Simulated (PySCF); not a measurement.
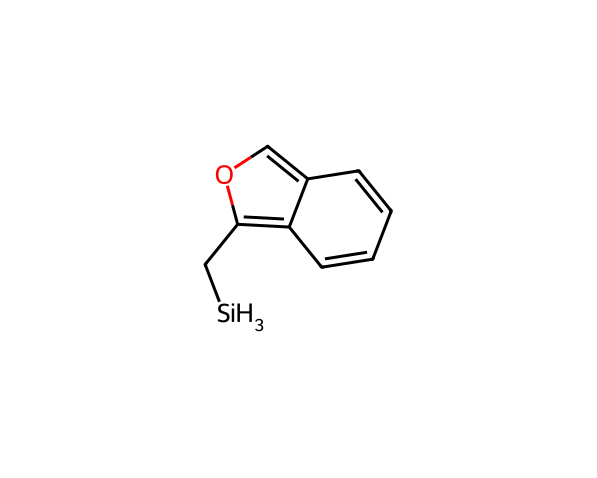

Skeletal drawing of a molecule.

Write the SMILES.

Answer. [SiH3]Cc1occ2ccccc12

Give the formula, hydrogens included.

Answer. C9H10OSi.

An optimisation with PBE0-D3(BJ)/def2-SVP gave a structure of which point group?

Answer. C1. Other conformers may differ.

More results for the same structure follow; atom numbers are the same in all pictures, views and colours differ. Computed geometry: PBE0-D3(BJ)/def2-SVP optimisation. No frequency run is at hand to confirm it as a minimum.

**Shape**

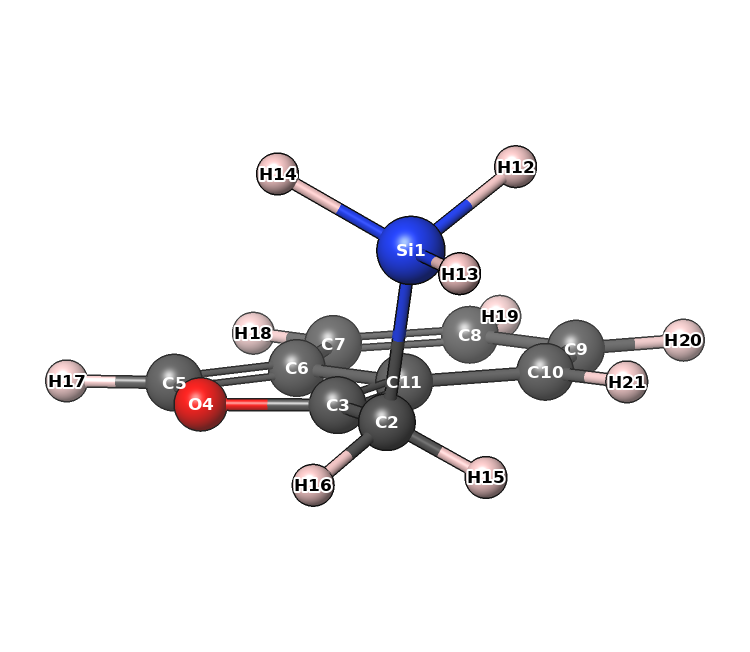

C3 lies behind C2. The molecule seen a little off the C2–C3 bond, C2 in front. Atoms fade into the background with distance from the viewer. No frequency run is at hand to confirm it as a minimum.

What is the torsion angle Si1–C2–C3–O4? The sign is positive where the front bond must turn clockwise to cover the back bond.

Answer. −91°, about perpendicular.

**Bond orders**

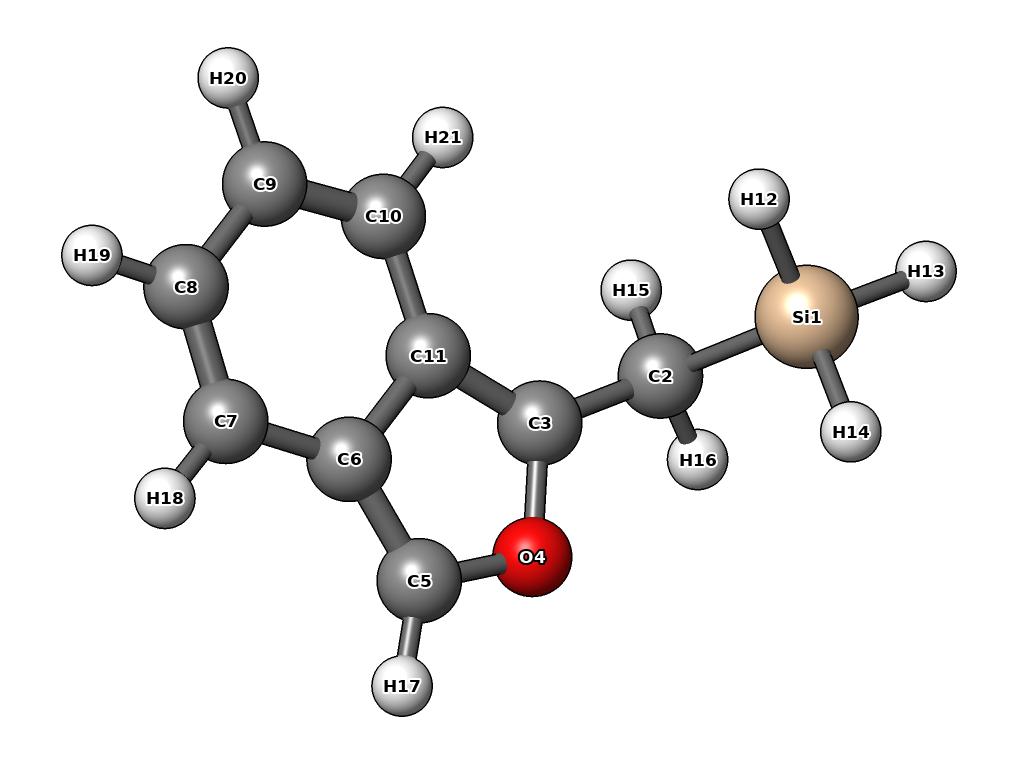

The thickness of each stick grows with its Mayer bond order. No frequency run is at hand to confirm it as a minimum. Level of theory: PBE0/pcSseg-1 in chloroform (IEF-PCM) (PySCF 2.14.0).

Which bond between heavy atoms has the lowest Mayer bond order?

Answer. Si1–C2, 0.88, at 1.902 Å.

List the Mayer bond orders of Si1–C2, C2–C3, C3–O4, C3–C11, O4–C5, C5–C6, C6–C7, C6–C11, C7–C8, C8–C9, C9–C10, C10–C11 (bonds between heavy atoms, one of each equivalent set).

```csv
bond,Mayer order,length (Å)
Si1–C2,0.88,1.902
C2–C3,1.09,1.480
C3–O4,1.03,1.346
C3–C11,1.38,1.384
O4–C5,1.07,1.348
C5–C6,1.48,1.377
C6–C7,1.16,1.427
C6–C11,1.25,1.449
C7–C8,1.64,1.368
C8–C9,1.23,1.435
C9–C10,1.64,1.368
C10–C11,1.20,1.425
```

**Dipole moment**

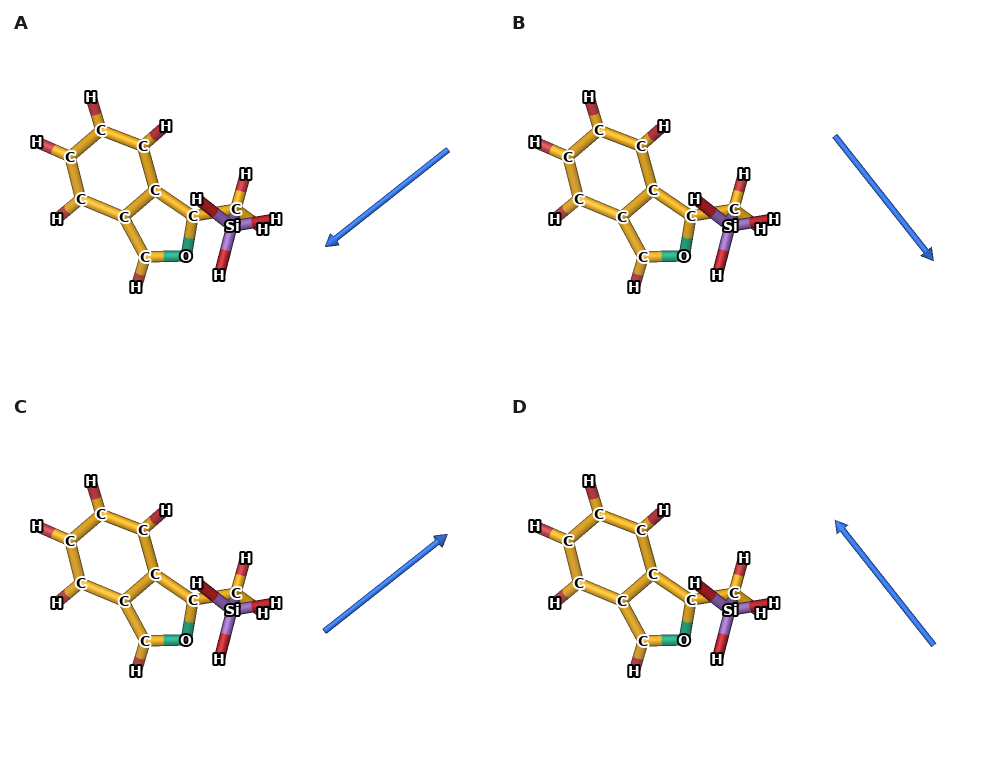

The same molecule four times, each with an arrow. No frequency run is at hand to confirm it as a minimum. Level of theory: PBE0/pcSseg-1 in cyclohexane (IEF-PCM) (PySCF 2.14.0).

Which arrow points along the dipole moment, from the negative to the positive end?

Answer. C. The dipole moment is 0.57 D.

**Ring current**

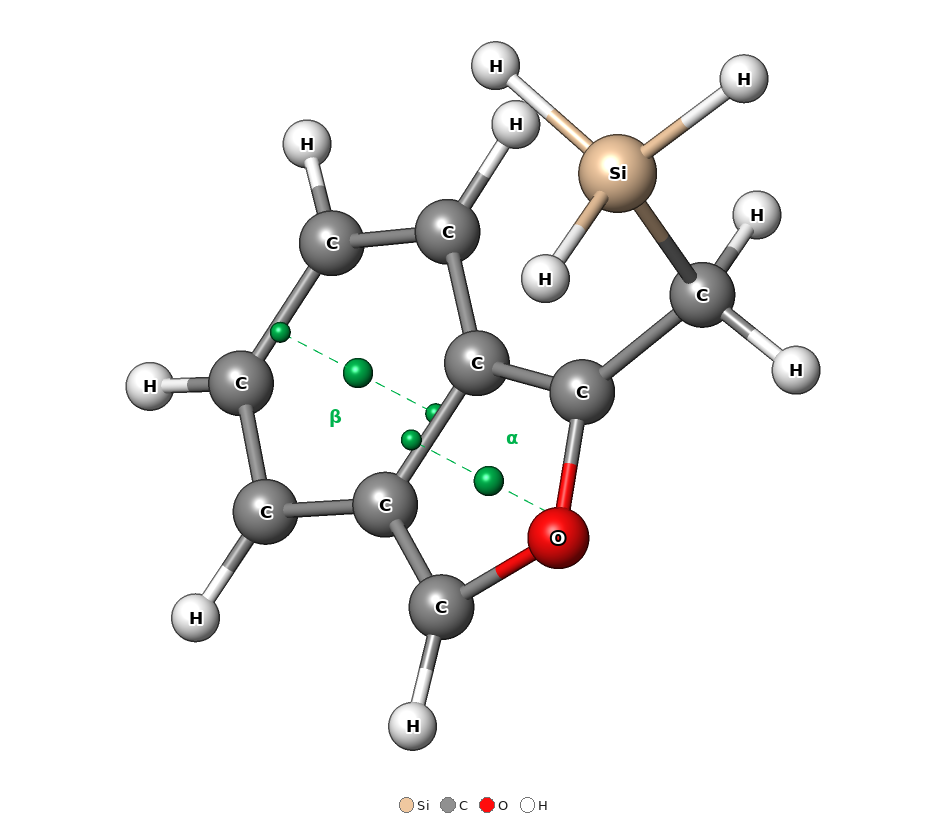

The small points mark where nucleus-independent chemical shifts (NICS) were computed: at the centre of each lettered ring and 1 Å above and below it. No frequency run is at hand to confirm it as a minimum. Method: GIAO PBE0/pcSseg-1 NMR shielding, non-relativistic, IEF-PCM cyclohexane (PySCF 2.14.0).

Give NICS(0), NICS(1) and the out-of-plane component NICS(1)zz for each ring (means of the two sides).

```csv
ring,members,NICS(0),NICS(1),NICS(1)zz
α,C4O,−15.1,−13.0,−33.6
β,C6,−5.1,−7.9,−17.4
```

Values in ppm.

What do the values say about the ring currents?

Answer. Ring α: diatropic, as in an aromatic ring. Ring β: diatropic, as in an aromatic ring. NICS is one index among several.
